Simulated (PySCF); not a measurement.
# C₆H₁₁NOS: vibronic structure

What do calculations give for the vibronic structure of C₆H₁₁NOS (`C=C(CCS)C(=O)NC`)?

Computed with PySCF 2.14.0 and routines of our own; the level stands in each step. Atoms count from 0.

## 1. The starting structure

20 atoms, charge 0, multiplicity 1; geometry from: GFN2-xTB.

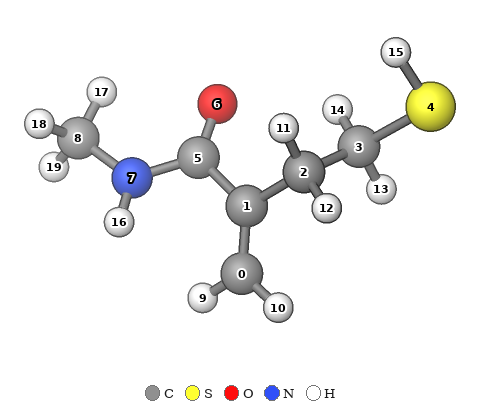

The starting geometry (carbon grey, sulfur yellow, oxygen red, nitrogen blue, hydrogen white).

## 2. Vibronic structure: TDDFT BHandHLYP/def2-SV(P)

Job settings and geometry (Å):

```
{"job": {"kind": "vib", "xc": "BHandHLYP", "basis": "def2-SV(P)", "tda": false}, "charge": 0, "multiplicity": 1}
C     -0.284778    -2.002660    -0.441757
C     -0.290941    -0.675879    -0.447638
C     -1.435554     0.128090    -0.997630
C     -2.334218     0.603455     0.142038
S     -3.764250     1.551521    -0.477072
C      0.800386     0.133301     0.184338
O      0.580800     1.149389     0.816481
N      2.047192    -0.347275    -0.021103
C      3.222740     0.294060     0.513325
H      0.506815    -2.579426     0.007456
H     -1.097581    -2.568614    -0.866858
H     -1.046596     1.001287    -1.527751
H     -2.018708    -0.477359    -1.694225
H     -2.763748    -0.245007     0.674069
H     -1.776715     1.226907     0.838792
H     -3.064244     2.596503    -0.911948
H      2.171949    -1.176915    -0.577487
H      2.892199     1.180495     1.052461
H      3.901135     0.589715    -0.288808
H      3.748970    -0.370911     1.200889
```

Level: TDDFT BHandHLYP/def2-SV(P) vertical-gradient vibronic structure (displaced harmonic oscillators, Condon), gas phase.

Command:

```console
OMP_NUM_THREADS=1 python excited_run.py task.json out
```

One launch serves the whole session: the jobs run in the order shown.

Standard output:

```text
final grid: 74888 points
cycle   1  E = -762.6159721139  dE =  1.509e+00  |g| = 8.180e-01  |ddm| = 4.531e+00
cycle   2  E = -762.4527694664  dE =  1.632e-01  |g| = 1.273e+00  |ddm| = 2.485e+00
cycle   3  E = -762.7668631450  dE = -3.141e-01  |g| = 1.022e-01  |ddm| = 1.646e+00
cycle   4  E = -762.7689657266  dE = -2.103e-03  |g| = 5.306e-02  |ddm| = 1.655e-01
cycle   5  E = -762.7695797066  dE = -6.140e-04  |g| = 1.107e-02  |ddm| = 5.928e-02
cycle   6  E = -762.7696117385  dE = -3.203e-05  |g| = 3.963e-03  |ddm| = 1.682e-02
cycle   7  E = -762.7696161243  dE = -4.386e-06  |g| = 1.438e-03  |ddm| = 6.831e-03
cycle   8  E = -762.7696167334  dE = -6.091e-07  |g| = 5.554e-04  |ddm| = 2.940e-03
cycle   9  E = -762.7696168270  dE = -9.360e-08  |g| = 1.667e-04  |ddm| = 1.199e-03
cycle  10  E = -762.7696168343  dE = -7.340e-09  |g| = 5.605e-05  |ddm| = 3.129e-04
cycle  11  E = -762.7696168352  dE = -8.683e-10  |g| = 7.812e-06  |ddm| = 1.022e-04
converged SCF energy = -762.7696168352

Singlet excitations (eV, f): 5.557 (0.0031)  5.891 (0.0114)  6.458 (0.0391)  6.639 (0.0813)  7.109 (0.3135)  7.676 (0.0016)

State S1  5.5575 eV  f = 0.00314  H-2->L 0.51, H-3->L 0.27
  relaxed dipole 3.786 D, largest gradient of the excitation energy 0.1121 Eh/bohr
  mode    cm-1        S   lambda/meV  Raman
   43   1720.3    1.2399     264.5   1.000
    2     57.4   14.7606     105.1   0.013
    3     86.1    6.5299      69.7   0.013
    6    153.5    3.6331      69.1   0.023
   37   1423.4    0.3676      64.9   0.203
    5    129.5    3.6531      58.7   0.017
   18    747.7    0.3433      31.8   0.052
    4    121.0    1.2205      18.3   0.005
   25   1047.1    0.1055      13.7   0.032
   30   1193.6    0.0895      13.2   0.035
   14    579.0    0.1414      10.1   0.013
   41   1481.6    0.0524       9.6   0.031
  reorganisation energy 0.7860 eV, total S 32.806, 0-0 4.7714 eV

State S4  6.6390 eV  f = 0.08130  H-1->L 0.94
  relaxed dipole 7.988 D, largest gradient of the excitation energy 0.1283 Eh/bohr
  mode    cm-1        S   lambda/meV  Raman
   37   1423.4    1.6248     286.7   1.000
    6    153.5    9.9477     189.3   0.071
    2     57.4   18.6120     132.5   0.019
    5    129.5    7.6702     123.2   0.039
   42   1694.1    0.5684     119.4   0.496
   11    330.0    1.9438      79.5   0.064
   30   1193.6    0.4555      67.4   0.197
    4    121.0    2.9518      44.3   0.013
   25   1047.1    0.3387      44.0   0.113
   32   1240.1    0.2215      34.1   0.103
   43   1720.3    0.1578      33.7   0.142
   21    842.2    0.2487      26.0   0.054
  reorganisation energy 1.3281 eV, total S 47.156, 0-0 5.3109 eV

State S5  7.1091 eV  f = 0.31346  H-3->L 0.60, H-2->L 0.32
  relaxed dipole 3.086 D, largest gradient of the excitation energy 0.1509 Eh/bohr
  mode    cm-1        S   lambda/meV  Raman
   42   1694.1    1.5499     325.5   1.000
   43   1720.3    0.5144     109.7   0.342
   37   1423.4    0.2321      41.0   0.106
   18    747.7    0.3156      29.3   0.040
    2     57.4    3.8663      27.5   0.003
    6    153.5    1.1806      22.5   0.006
    4    121.0    1.0409      15.6   0.003
   13    494.4    0.2303      14.1   0.013
   32   1240.1    0.0897      13.8   0.031
   30   1193.6    0.0828      12.3   0.027
   16    656.6    0.1152       9.4   0.011
   29   1123.3    0.0660       9.2   0.019
  reorganisation energy 0.6802 eV, total S 10.343, 0-0 6.4288 eV
  absorption maximum 6.955 eV, width 0.806 eV

State T1  4.0384 eV  f = 0.00000  H-2->L 0.45, H-3->L 0.29, H-1->L 0.08
  relaxed dipole 4.412 D, largest gradient of the excitation energy 0.2077 Eh/bohr
  mode    cm-1        S   lambda/meV  Raman
   42   1694.1    3.4406     722.7   1.000
   43   1720.3    0.2134      45.5   0.064
   36   1412.8    0.1395      24.4   0.028
    5    129.5    1.4525      23.3   0.002
   29   1123.3    0.1415      19.7   0.018
   37   1423.4    0.1069      18.9   0.022
    2     57.4    2.1318      15.2   0.001
    6    153.5    0.5694      10.8   0.001
   24   1015.3    0.0848      10.7   0.009
   15    609.7    0.1340      10.1   0.005
   52   3095.2    0.0214       8.2   0.021
   32   1240.1    0.0442       6.8   0.007
  reorganisation energy 0.9514 eV, total S 9.300, 0-0 3.0870 eV
  absorption maximum 3.974 eV, width 0.944 eV
```

Run time: 77 s. Hardware: 1 thread of Arm Neoverse V1, shared host; peak memory 0.88 GiB.

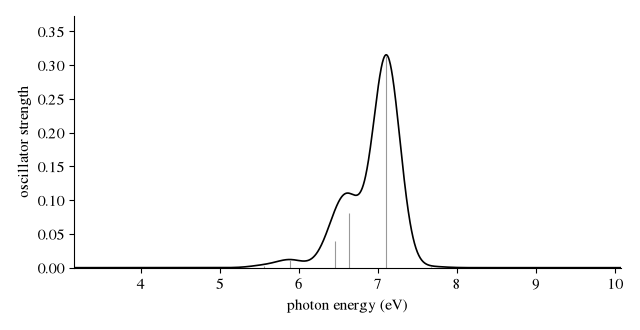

Absorption lines of the singlets. Lines are broadened to a width of 0.40 eV (Gaussian).

The fields below are evaluated on a grid from the run's orbitals.

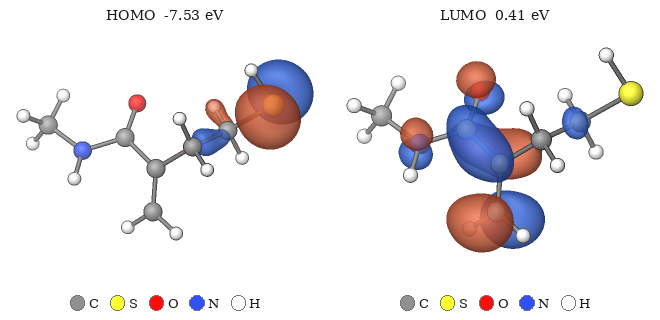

BHandHLYP/def2-SV(P) orbitals near the gap, drawn at the value that encloses 70 % of each; the two colours are the two signs.

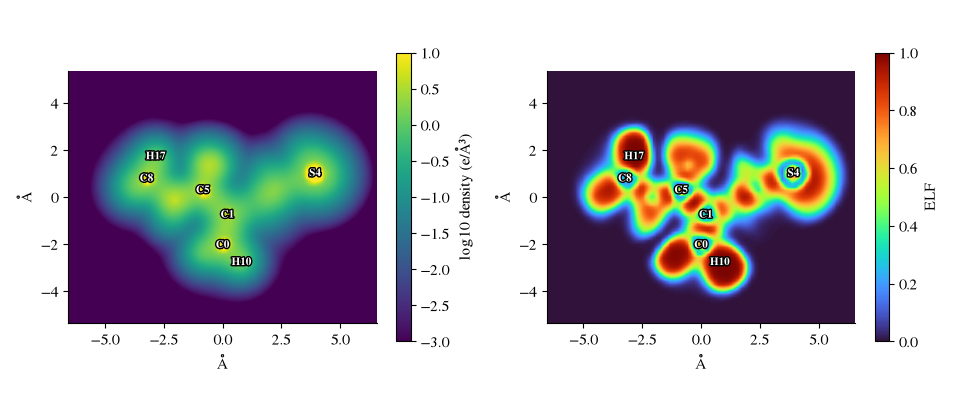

Density (left) and ELF (right) in a plane through or near 7 of the atoms.

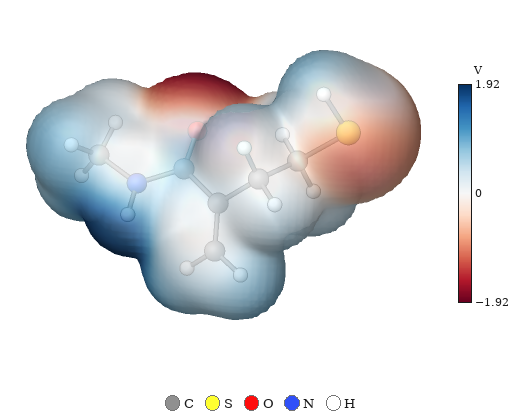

Electrostatic potential on the surface of density 0.002 e/bohr³; red is low, blue high. It runs from -1.84 V near O6 to 1.92 V near H16.

## 3. Vibronic structure: TDDFT revPBE/3-21G

Job settings and geometry (Å):

```
{"job": {"kind": "vib", "xc": "revPBE", "basis": "3-21G", "tda": false, "fwhm_ev": 0.01, "grid": 3, "scf": {"max_cycle": 72}, "maxiter": 30}, "charge": 0, "multiplicity": 1}
C     -0.256300    -1.802394    -0.397581
C     -0.261847    -0.608291    -0.402874
C     -1.291999     0.115281    -0.897867
C     -2.100796     0.543110     0.127834
S     -3.387825     1.396369    -0.429365
C      0.720347     0.119971     0.165904
O      0.522720     1.034450     0.734833
N      1.842473    -0.312548    -0.018993
C      2.900466     0.264654     0.461992
H      0.456134    -2.321483     0.006710
H     -0.987823    -2.311753    -0.780172
H     -0.941936     0.901158    -1.374976
H     -1.816837    -0.429623    -1.524802
H     -2.487373    -0.220506     0.606662
H     -1.599044     1.104216     0.754913
H     -2.757820     2.336853    -0.820753
H      1.954754    -1.059223    -0.519738
H      2.602979     1.062446     0.947215
H      3.511022     0.530744    -0.259927
H      3.374073    -0.333820     1.080800
```

Method: TDDFT revPBE/3-21G vertical-gradient vibronic structure (displaced harmonic oscillators, Condon), gas phase.

Standard output:

```text
final grid: 239464 points
cycle   1  E = -758.6357458695  dE =  3.061e+00  |g| = 1.004e+00  |ddm| = 5.145e+00
cycle   2  E = -758.0870436554  dE =  5.487e-01  |g| = 1.886e+00  |ddm| = 4.854e+00
cycle   3  E = -758.7938212462  dE = -7.068e-01  |g| = 5.054e-01  |ddm| = 4.113e+00
cycle   4  E = -758.8502124984  dE = -5.639e-02  |g| = 7.558e-02  |ddm| = 8.146e-01
cycle   5  E = -758.8510579987  dE = -8.455e-04  |g| = 4.482e-02  |ddm| = 1.657e-01
cycle   6  E = -758.8514876518  dE = -4.297e-04  |g| = 7.992e-03  |ddm| = 6.746e-02
cycle   7  E = -758.8515026446  dE = -1.499e-05  |g| = 3.183e-03  |ddm| = 2.061e-02
cycle   8  E = -758.8515049398  dE = -2.295e-06  |g| = 7.749e-04  |ddm| = 5.634e-03
cycle   9  E = -758.8515050865  dE = -1.467e-07  |g| = 2.366e-04  |ddm| = 1.363e-03
cycle  10  E = -758.8515051005  dE = -1.404e-08  |g| = 5.866e-05  |ddm| = 3.729e-04
cycle  11  E = -758.8515051012  dE = -6.967e-10  |g| = 2.343e-05  |ddm| = 1.158e-04
converged SCF energy = -758.8515051012

Singlet excitations (eV, f): 4.677 (0.0144)  5.060 (0.0112)  5.816 (0.0344)  6.895 (0.0065)  7.043 (0.0535)  7.162 (0.0381)

State S1  4.6768 eV  f = 0.01440  H->L 0.97
  relaxed dipole 7.859 D, largest gradient of the excitation energy 0.0967 Eh/bohr
  mode    cm-1        S   lambda/meV  Raman
    2     57.4   89.6421     638.3   0.181
    3     86.1   40.8756     436.4   0.186
    8    222.8   10.4840     289.6   0.319
   42   1694.1    0.5677     119.2   1.000
   43   1720.3    0.4987     106.4   0.906
    5    129.5    5.6078      90.1   0.058
    6    153.5    3.8347      73.0   0.055
    4    121.0    4.6368      69.6   0.042
   37   1423.4    0.3851      68.0   0.479
   24   1015.3    0.2595      32.7   0.164
   33   1267.2    0.1499      23.6   0.148
   12    348.1    0.4511      19.5   0.034
  reorganisation energy 2.1671 eV, total S 159.779, 0-0 2.5097 eV

State S5  7.0429 eV  f = 0.05347  H-4->L 0.60, H-3->L 0.28
  relaxed dipole 6.950 D, largest gradient of the excitation energy 0.0871 Eh/bohr
  mode    cm-1        S   lambda/meV  Raman
    2     57.4   78.2498     557.1   0.163
   24   1015.3    1.5402     193.9   1.000
    6    153.5    6.5938     125.5   0.098
   42   1694.1    0.4591      96.4   0.830
   20    836.3    0.8926      92.6   0.393
    5    129.5    5.7055      91.6   0.060
   43   1720.3    0.3902      83.2   0.727
    3     86.1    5.7110      61.0   0.027
   32   1240.1    0.3959      60.9   0.383
    4    121.0    4.0442      60.7   0.037
   37   1423.4    0.3150      55.6   0.402
   25   1047.1    0.2553      33.1   0.176
  reorganisation energy 1.6918 eV, total S 106.968, 0-0 5.3512 eV

State S6  7.1616 eV  f = 0.03811  H-1->L+1 0.91
  relaxed dipole 11.462 D, largest gradient of the excitation energy 0.0857 Eh/bohr
  mode    cm-1        S   lambda/meV  Raman
   44   2439.7    1.1284     341.3   1.000
   20    836.3    2.8615     296.7   0.298
   17    735.2    2.1992     200.5   0.177
    8    222.8    4.2585     117.6   0.031
    6    153.5    5.4183     103.1   0.019
    3     86.1    7.7003      82.2   0.009
    2     57.4    9.0131      64.2   0.004
   10    307.4    1.5073      57.4   0.021
   31   1226.0    0.3648      55.5   0.082
   24   1015.3    0.3239      40.8   0.050
    9    236.3    1.0073      29.5   0.008
   33   1267.2    0.1315      20.7   0.031
  reorganisation energy 1.5606 eV, total S 37.981, 0-0 5.6010 eV

State T1  4.4724 eV  f = 0.00000  H->L 0.94
  relaxed dipole 3.331 D, largest gradient of the excitation energy 0.1105 Eh/bohr
  mode    cm-1        S   lambda/meV  Raman
    3     86.1   43.9139     468.8   0.134
    2     57.4   52.6061     374.6   0.072
    8    222.8    7.0535     194.9   0.144
   43   1720.3    0.8199     174.9   1.000
   42   1694.1    0.6638     139.4   0.785
    4    121.0    5.5152      82.8   0.033
    5    129.5    3.5996      57.8   0.025
   37   1423.4    0.3061      54.0   0.256
    6    153.5    2.2131      42.1   0.021
   24   1015.3    0.1931      24.3   0.082
   18    747.7    0.2470      22.9   0.057
   10    307.4    0.5556      21.2   0.022
  reorganisation energy 1.8492 eV, total S 120.024, 0-0 2.6232 eV
```

Run time: 1.7 min. Hardware: 1 thread of Arm Neoverse V1, shared host; peak memory 0.78 GiB.

All coordinates were scaled by 0.9, so these values belong to a distorted geometry and are kept out of the summary.

## 4. Results

```
                                                                                            quantity                               value
S1: vertical, reorganisation, 0-0, total S (step 2, TDDFT BHandHLYP/def2-SV(P), modes from GFN2-xTB)           5.56, 0.79, 4.77 eV; 32.8
S4: vertical, reorganisation, 0-0, total S (step 2, TDDFT BHandHLYP/def2-SV(P), modes from GFN2-xTB)           6.64, 1.33, 5.31 eV; 47.2
S5: vertical, reorganisation, 0-0, total S (step 2, TDDFT BHandHLYP/def2-SV(P), modes from GFN2-xTB)           7.11, 0.68, 6.43 eV; 10.3
                          potential on the surface of density 0.002 e/bohr³, 1st and 99th percentile                  -1.84 V and 1.92 V
                                                                                                runs  0 failed, 1 ended on unsound input
```

In step 2 the harmonic model is doubtful. Where the total S runs above about 15, the geometry moves far on excitation and the harmonic model is stretched, so its 0-0 value is in doubt. The vibronic model keeps the ground-state modes (from xTB) and shifts them along the gradient alone, so it can miss much of the relaxation that a full optimisation finds.
